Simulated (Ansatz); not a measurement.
**Carrier doping in BN**

Consider BN in the wurtzite structure (space group P6_3mc, No. 186).

```xyz
4
Lattice="2.5541 0.0000 0.0000 -1.2770 2.2119 0.0000 0.0000 0.0000 4.2239" Properties=species:S:1:pos:R:3 pbc="T T T"
B      1.2770     0.7373     4.2236
B      0.0000     1.4746     2.1116
N      1.2770     0.7373     2.6412
N      0.0000     1.4746     0.5292
```

Carriers are added at fixed cell with a uniform background; the Fermi–Dirac width is that of 300 K.

The values are results of PBE (Ansatz, a first-principles code, PAW, no spin-orbit coupling), earlier PAW set, not measurements.

Notes on the quantities. Fermi level from band edge: Fermi level relative to the doped band's edge (positive inside the band; to 0.05 eV).

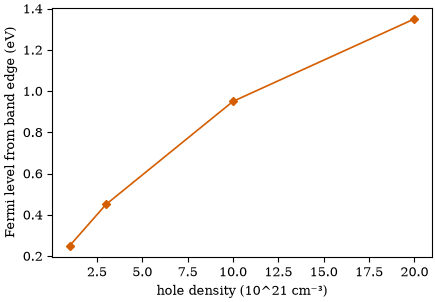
Figure: Fermi level from band edge against hole density

From the plot, what is the Fermi level from band edge for holes 2.0×10^22 cm⁻³?

About 1.35 eV.

Is the trend monotonic over the range shown?

Yes, it rises throughout, spanning +0.25 eV to +1.35 eV.

Carriers are added with a uniform compensating background; total energy and stress of such cells depend on the potential's zero and are not compared; many-body gap narrowing is missing at this level. Stability against distortions was not tested.
